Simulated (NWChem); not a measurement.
# One shape, several levels: BPH6 (SMILES [BH3-][PH3+])

We compute a comparison of 6 runs (BHLYP/def2-SVPD, B3LYP/def2-SVPD, CAM-B3LYP/def2-SVPD, M06-2X/def2-SVPD, PBE0/def2-SVPD, r2SCAN/def2-SVPD) of BPH6. 

The results are computed with NWChem 7.3.0.

## (1) The molecule

BPH6: 8 atoms, total charge 0, spin state singlet. SMILES: `[BH3-][PH3+]`. Geometry: relaxed at PBE0-D4/def2-TZVP.

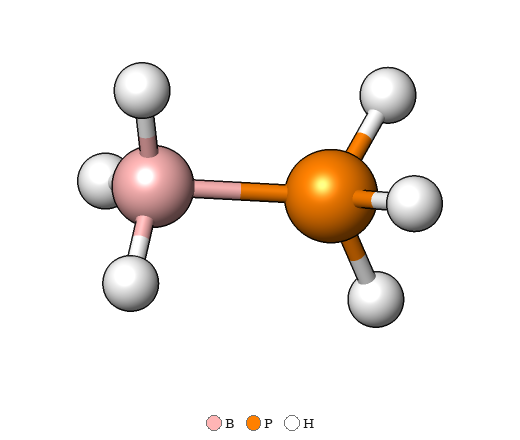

The structure, seen from a chosen angle (boron pink, phosphorus orange, hydrogen white).

## (2) Energy and forces at BHLYP/def2-SVPD (run 1)

Input file test.nw:

```
start test
title "BH6P"
memory total 2200 mb

geometry units bohr noautosym nocenter noautoz
   B  -1.05087670  0.42934578 -1.72720968
   P   0.81995217 -0.34317426  1.26177013
   H  -3.20006222  0.64836503 -0.98284656
   H  -0.69504127 -1.37987802 -3.07647413
   H  -0.10487980  2.37009451 -2.47535225
   H   0.79141730  1.42806603  3.24806126
   H   3.44515970 -0.71866285  1.03386916
   H   0.16856357 -2.54205958  2.61273534
end

basis spherical bse
   * library def2-SVPD
end

dft
   xc bhlyp
   grid fine
   convergence energy 1e-08
   maxiter 100
   mulliken
   print low
end

task dft gradient
```

Command:

```sh
$ nwchem test.nw > test.out
```

The log of the run:

```text
[...]
 d= 0,ls=0.0,diis     1   -369.5893248047 -4.29D+02  1.06D-02  2.22D-01     2.4
[...]
 d= 0,ls=0.0,diis     8   -369.6344804957 -6.88D-10  4.37D-07  4.93D-10    16.0
         Total DFT energy =     -369.634480495661
      One electron energy =     -625.800426038928
           Coulomb energy =      226.118003616787
    Exchange-Corr. energy =      -29.496575240541
 Nuclear repulsion energy =       59.544517167020
[...]
      Total Density - Mulliken Population Analysis
     ---------------------------------------------
    Atom       Charge   Shell Charges
 -----------   ------   -------------------------------------------------------
    1 B    5     6.10   1.99  0.78  0.84 -0.08  1.75  0.72  0.04  0.05
    2 P   15    15.28   2.00  1.98  1.23 -0.01  0.14  5.93  1.51  2.08  0.16  0.26
    3 H    1     0.75   0.75 -0.00  0.01 -0.01
    4 H    1     0.75   0.75 -0.01  0.01 -0.01
    5 H    1     0.75   0.75 -0.00  0.01 -0.01
    6 H    1     0.79   0.74 -0.01  0.02  0.04
    7 H    1     0.79   0.74 -0.01  0.02  0.04
    8 H    1     0.79   0.74 -0.01  0.02  0.04
[...]
                         DFT ENERGY GRADIENTS
    atom               coordinates                        gradient
                 x          y          z           x          y          z
   1 B      -1.050877   0.429346  -1.727210    0.003299  -0.001393   0.005268
   2 P       0.819952  -0.343174   1.261770   -0.006480   0.002714  -0.010325
   3 H      -3.200062   0.648365  -0.982847    0.000594  -0.000145   0.000331
   4 H      -0.695041  -1.379878  -3.076474    0.000216   0.000173   0.000645
   5 H      -0.104880   2.370095  -2.475352    0.000141  -0.000398   0.000550
   6 H       0.791417   1.428066   3.248061    0.000483   0.000442   0.001515
   7 H       3.445160  -0.718663   1.033869    0.001500  -0.000351   0.000710
   8 H       0.168564  -2.542060   2.612735    0.000248  -0.001043   0.001304
 Task  times  cpu:       21.1s     wall:       21.1s
 Total times  cpu:       21.2s     wall:       21.2s
```

Run time: 22 s. Hardware: 1 thread of Intel Xeon Platinum 8259CL at 2.50GHz (Skylake/Cascade Lake), shared host; peak memory 0.12 GiB.

## (3) Energy and forces at B3LYP/def2-SVPD (run 2)

Input file run.py:

```python
from ase import Atoms
from ase.calculators.nwchem import NWChem

system = Atoms(['B', 'P', 'H', 'H', 'H', 'H', 'H', 'H'], positions=[
    [-0.556100, 0.227200, -0.914000],
    [0.433900, -0.181600, 0.667700],
    [-1.693400, 0.343100, -0.520100],
    [-0.367800, -0.730200, -1.628000],
    [-0.055500, 1.254200, -1.309900],
    [0.418800, 0.755700, 1.718800],
    [1.823100, -0.380300, 0.547100],
    [0.089200, -1.345200, 1.382600],
])

calc = NWChem(
    label='bh6p',
    theory='dft',
    memory='2200 mb',
    basis='def2-SVPD',
    basispar='spherical bse',
    dft={'xc': 'b3lyp', 'mult': '1', 'grid': 'fine', 'convergence': 'energy 1e-08', 'iterations': '100', 'mulliken': None},
)
system.calc = calc

forces = system.get_forces()
print("Total energy (eV):", round(system.get_potential_energy(), 6))
print("forces (eV/A):")
for s, f in zip(system.symbols, forces):
    print(f"{s:2s} {f[0]:10.5f} {f[1]:10.5f} {f[2]:10.5f}")
print("dipole (e A):", system.get_dipole_moment().round(4))
```

Command:

```sh
$ export ASE_NWCHEM_COMMAND="nwchem PREFIX.nwi > PREFIX.nwo"
$ python run.py
```

The log of the run:

```text
Total energy (eV): -10059.695722
forces (eV/A):
B    -0.11976    0.05096   -0.19124
P     0.09462   -0.04098    0.14954
H    -0.16928    0.02191    0.02921
H     0.01075   -0.12454   -0.12125
H     0.05250    0.14532   -0.07775
H    -0.00622    0.13421    0.14198
H     0.18985   -0.02592   -0.02386
H    -0.05245   -0.16100    0.09338
dipole (e A): [ 0.4357 -0.1799  0.6961]
```

The calculator wrote bh6p.nwi:

```
title "bh6p"

permanent_dir bh6p

scratch_dir bh6p

start bh6p

geometry units angstrom nocenter noautosym noautoz
  B  -5.5610000000000004e-01 2.2720000000000001e-01 -9.1400000000000003e-01
  P  4.3390000000000001e-01 -1.8160000000000001e-01 6.6769999999999996e-01
  H  -1.6934000000000000e+00 3.4310000000000002e-01 -5.2010000000000001e-01
  H  -3.6780000000000002e-01 -7.3019999999999996e-01 -1.6279999999999999e+00
  H  -5.5500000000000001e-02 1.2542000000000000e+00 -1.3099000000000001e+00
  H  4.1880000000000001e-01 7.5570000000000004e-01 1.7188000000000001e+00
  H  1.8230999999999999e+00 -3.8030000000000003e-01 5.4710000000000003e-01
  H  8.9200000000000002e-02 -1.3452000000000000e+00 1.3826000000000001e+00
end

memory 2200 mb

basis spherical bse noprint
   * library def2-SVPD
end

dft
  xc b3lyp
  mult 1
  grid fine
  convergence energy 1e-08
  iterations 100
  mulliken
end

task dft gradient
```

bh6p.nwo, shortened:

```text
[...]
         Total DFT energy =     -369.687002077113
[...]
  wavefunction    = closed shell
                         DFT ENERGY GRADIENTS
    atom               coordinates                        gradient
                 x          y          z           x          y          z
   1 B      -1.050877   0.429346  -1.727210    0.002329  -0.000991   0.003719
   2 P       0.819952  -0.343174   1.261770   -0.001840   0.000797  -0.002908
   3 H      -3.200062   0.648365  -0.982846    0.003292  -0.000426  -0.000568
[... 4 lines of this table left out ...]
   8 H       0.168564  -2.542059   2.612735    0.001020   0.003131  -0.001816
[...]
```

Run time: 23 s. Hardware: 1 thread of Intel Xeon Platinum 8259CL at 2.50GHz (Skylake/Cascade Lake), shared host; peak memory 0.12 GiB.

Runs 3 to 5 aren't shown in full; the table further down has their settings and results.

## (4) Energy and forces at r2SCAN/def2-SVPD (run 6)

Input file input.nw:

```
start input
title "BH6P"
memory total 2200 mb
charge 0

geometry units au noautosym nocenter noautoz
  B     -1.05087670     0.42934578    -1.72720968
  P      0.81995217    -0.34317426     1.26177013
  H     -3.20006222     0.64836503    -0.98284656
  H     -0.69504127    -1.37987802    -3.07647413
  H     -0.10487980     2.37009451    -2.47535225
  H      0.79141730     1.42806603     3.24806126
  H      3.44515970    -0.71866285     1.03386916
  H      0.16856357    -2.54205958     2.61273534
end

basis spherical bse
  * library def2-SVPD
end

dft
  xc r2scan
  grid fine
  convergence energy 1e-08
  maxiter 100
  mulliken
end

task dft gradient
```

Command:

```sh
$ nwchem input.nw > input.out
```

The log of the run:

```text
[...]
          Wavefunction type:  closed shell.
          No. of atoms     :     8
          No. of electrons :    26
[...]
          Charge           :     0
          Spin multiplicity:     1
[...]
          AO basis - number of functions:    92
[...]
              XC Information
              --------------
                      r^2SCAN Method XC Functional
               r^2SCAN metaGGA Exchange Functional  1.000
                     r^2SCAN Correlation Potential  1.000
[...]
 d= 0,ls=0.0,diis     1   -369.5653030184 -4.29D+02  1.41D-02  2.36D-01     2.8
[...]
 d= 0,ls=0.0,diis     8   -369.6076391676 -3.97D-10  8.15D-07  2.36D-09    19.6
         Total DFT energy =     -369.607639167630
      One electron energy =     -625.860440306779
           Coulomb energy =      226.155807116885
    Exchange-Corr. energy =      -29.447523144756
 Nuclear repulsion energy =       59.544517167020
[...]
      Total Density - Mulliken Population Analysis
     ---------------------------------------------
    Atom       Charge   Shell Charges
 -----------   ------   -------------------------------------------------------
    1 B    5     5.97   1.98  0.80  0.71 -0.06  1.75  0.70  0.03  0.05
    2 P   15    15.63   2.00  1.98  1.19  0.27  0.10  5.92  1.52  2.23  0.15  0.26
    3 H    1     0.77   0.74  0.01  0.01  0.01
    4 H    1     0.77   0.74  0.01  0.01  0.01
    5 H    1     0.77   0.74  0.01  0.01  0.01
    6 H    1     0.70   0.74 -0.08  0.02  0.02
    7 H    1     0.70   0.74 -0.08  0.02  0.02
    8 H    1     0.70   0.74 -0.08  0.02  0.02
[...]
  wavefunction    = closed shell
                         DFT ENERGY GRADIENTS
    atom               coordinates                        gradient
                 x          y          z           x          y          z
   1 B      -1.050877   0.429346  -1.727210   -0.000201   0.000057  -0.000325
   2 P       0.819952  -0.343174   1.261770    0.001616  -0.000646   0.002608
   3 H      -3.200062   0.648365  -0.982847    0.003896  -0.000446  -0.001036
   4 H      -0.695041  -1.379878  -3.076474   -0.000465   0.003097   0.002608
   5 H      -0.104880   2.370095  -2.475352   -0.001479  -0.003438   0.001555
   6 H       0.791417   1.428066   3.248061   -0.000100  -0.002641  -0.003257
   7 H       3.445160  -0.718663   1.033869   -0.004120   0.000627   0.000125
   8 H       0.168564  -2.542060   2.612735    0.000855   0.003389  -0.002277
[...]
```

Run time: 29 s. Hardware: 1 thread of Intel Xeon Platinum 8259CL at 2.50GHz (Skylake/Cascade Lake), shared host; peak memory 0.12 GiB.

## (5) All runs side by side

```
run                level  energy (Eh)  largest force (eV/Å)  wall time
  1      BHLYP/def2-SVPD  -369.634480                 0.642       22 s
  2      B3LYP/def2-SVPD  -369.687002                 0.231       23 s
  3  CAM-B3LYP/def2-SVPD  -369.636693                 0.257       86 s
  4     M06-2X/def2-SVPD  -369.611151                 0.340       30 s
  5       PBE0/def2-SVPD  -369.484573                 0.216       23 s
  6     r2SCAN/def2-SVPD  -369.607639                 0.216       29 s
```

## (6) Outcome

| quantity | value |
| --- | --- |
| run 6: total energy | -369.60764 Eh |
| run 6: dipole moment | 4.00 D |
| run 6: HOMO energy | -7.56 eV |
| run 6: LUMO energy | -0.04 eV |
| run 6: HOMO–LUMO gap | 7.53 eV |
| run 6: largest force on an atom | 0.216 eV/Å |

Over runs 2, 3, 4, 5, 6 the dipole moment (its size) runs from 4.00 D (r2SCAN/def2-SVPD) to 4.18 D (CAM-B3LYP/def2-SVPD). Over runs 2, 4, 5, 6 the HOMO–LUMO gap runs from 7.53 eV (r2SCAN/def2-SVPD) to 10.41 eV (M06-2X/def2-SVPD). Totals of different functionals can't be ranked against each other. All runs together took 3.5 min, the longest 86 s.
